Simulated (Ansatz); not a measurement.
# AsGeH2: the cost of one run

Method: cc-pVTZ, core rule «outside noble gas», up to 28 orbitals frozen; program: Ansatz 0.2.0, Gaussian basis.

The runs, in order: UHF; CCSD(T) on ROHF; CCSD(T) on UHF; BCCD(T) on ROHF; CCSDT(Q) on ROHF; CCSDT(Q) on UHF; CASSCF and MRCISD+Q, 10 electrons in 10 orbitals; CASSCF and NEVPT2, 10 electrons in 10 orbitals.

5 further runs of the same task are left out: 5 set aside as unsound or not needed.

### Step 1. What is computed

The geometry is a PBE0/def2-TZVP stationary point (not a proven minimum) of the parent state, kept for this charge and spin. No spin-orbit coupling is included. The filled d shell of Ge, As may be among the frozen orbitals whatever the setting's name suggests; the logs give the count.

4 atoms, charge 1, spin multiplicity 3.

Atoms are counted from 1 here; the program's logs count them from 0.

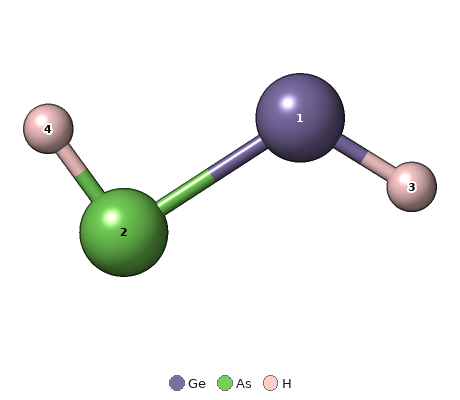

The structure; germanium purple, arsenic green, hydrogen pink; atoms are numbered from 1 in the order of the file.

### Step 2. UHF

File in.yaml:

```yaml
crystal:
  periodic: [false, false, false]
  atoms:
    - {symbol: Ge, position_ang: [0.000000, -0.057184, 1.266796]}
    - {symbol: As, position_ang: [0.000000, 0.057296, -1.236405]}
    - {symbol: H, position_ang: [0.000000, 1.323124, 1.991542]}
    - {symbol: H, position_ang: [0.000000, -1.460876, -1.383020]}
basis:
  gaussian: {orbitals: cc-pVTZ}
total_charge: 1
magnetization: {spin_polarized: true, initial_magnetization: 2}
hamiltonian: {xc: hf}
output: {orbitals: {seedname: orbitals}}
```

The run is started by

```bash
$ ansatz run in.yaml --threads 1 --pin off --events-out ev --progress --plain --max-ram 4096MiB --backend cpu
```

What time and memory should one allow on 1 thread of AMD EPYC 7R13, shared host?

About 12 s, with a peak of 0.32 GiB.
